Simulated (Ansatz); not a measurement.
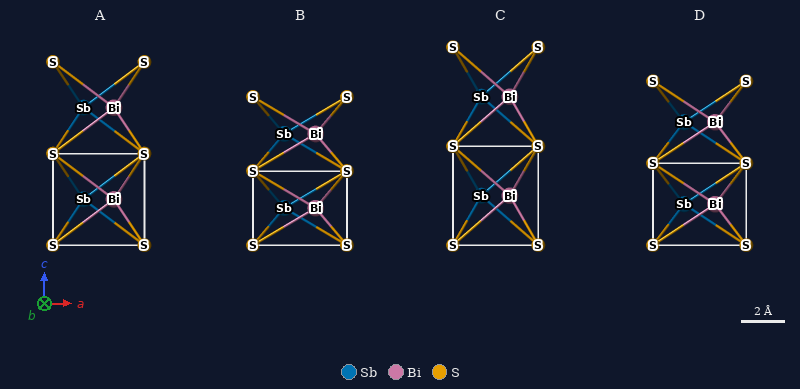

4 geometries from one relaxation of a crystal of BiSbS (a generated structure, set up in P-6m2) (coarse preliminary run), in shuffled order. A ball-and-stick model of the cell of the calculation, repeated 1 × 1 × 2 with one cell outlined, seen along the b axis.

Method: Ansatz, DFT PBE, scalar-relativistic, plane waves, PAW. (plane-wave cutoff 420 eV; k-point mesh 6 × 6 × 4; occupations gaussian; smearing width 0.1 eV; no spin polarisation; cell and atoms relaxed; force threshold 0.04 eV/Å; at most 70 steps)

> Order the frames from highest to lowest energy.

C, A, D, B. They are steps 0, 2, 4, 10, at +1.498 eV per cell of the calculation, +0.625 eV per cell of the calculation, +0.205 eV per cell of the calculation relative to the last. After 9 accepted moves (10 points after the start) the energy has fallen by 1.498 eV per cell of the calculation. All forces vanish by symmetry, so only the cell relaxes. Pressure: 9.12 GPa at the start and 0.06 GPa at the end. The SCF was repeated once at an unchanged geometry on a basis and grid sized afresh for the cell, which shifted the energy by 1.7 meV per cell of the calculation at most. The atoms keep their places relative to the cell (all moves are under 0.005 Å). The drawn cell changes as follows: a = b 4.641 → 5.108 Å (+10.1 %), c 4.661 → 3.493 Å (−25.1 %); the volume changes by −9.2 %. Among the contacts that change: Bi–Sb 2.679 → 2.949 Å, Bi–S 3.551 → 3.427 Å, S–Sb 3.551 → 3.427 Å. The space group stays P-6m2 (No. 187).
